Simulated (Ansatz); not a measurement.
Input

```
crystal:
  periodic: [false, false, false]
  atoms:
    - {symbol: C, position_ang: [-0.321925, 0.079781, 0.617850]}
    - {symbol: C, position_ang: [-0.429054, -1.263493, 0.085350]}
    - {symbol: O, position_ang: [-0.417349, -1.462739, -1.162117]}
    - {symbol: H, position_ang: [-0.235809, 0.846921, -0.162140]}
    - {symbol: H, position_ang: [-1.198111, 0.259277, 1.274915]}
    - {symbol: H, position_ang: [-0.522462, -2.134154, 0.758577]}
    - {symbol: H, position_ang: [0.541626, 0.104542, 1.314551]}
    - {symbol: H, position_ang: [-0.494300, -2.401406, -1.441076]}
basis:
  gaussian:
    orbitals: def2-TZVPD
total_charge: 1
hamiltonian:
  xc: {name: PBE0}
output: {forces: true, orbitals: {seedname: orbitals}}
```

Launched as:

```sh
ansatz run input.yaml --threads 1 --pin off --max-ram 2610MiB --events-out events.jsonl --progress --plain --runs-dir runs
```

Geometry: B3LYP-D3(BJ)/def2-SVP.

Method: Ansatz, isolated molecule in a Gaussian basis; Kohn-Sham density functional theory, functional PBE0.

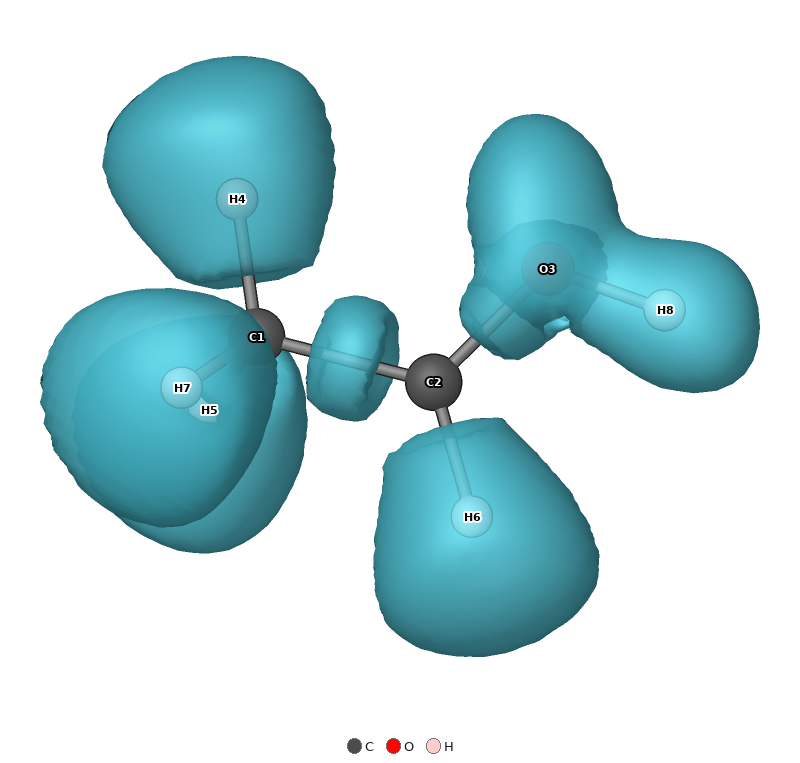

C₂H₅O (SMILES C[CH+]O) (charge +1). Isosurface of the electron localisation function at 0.75 (cyan), seen across its widest extent. Core shells and regions of very low density are left out.

Q: Where are the electrons localised?

A: The ELF exceeds this value in one region between bonded C–C atoms (shared pairs), two regions around hydrogen nuclei, one joined region spread over several atoms (C, H), in which their bonds and any lone pairs are merged and one joined region spread over several atoms (H, O), in which their bonds and any lone pairs are merged. Along the contacts the grid gives the following. C–O (1.26 Å): the ELF peaks at about 0.90 between the atoms; a short, strongly polar bond. C–C (1.45 Å): the ELF peaks at about 0.95 between the atoms; localised, covalent bonding.
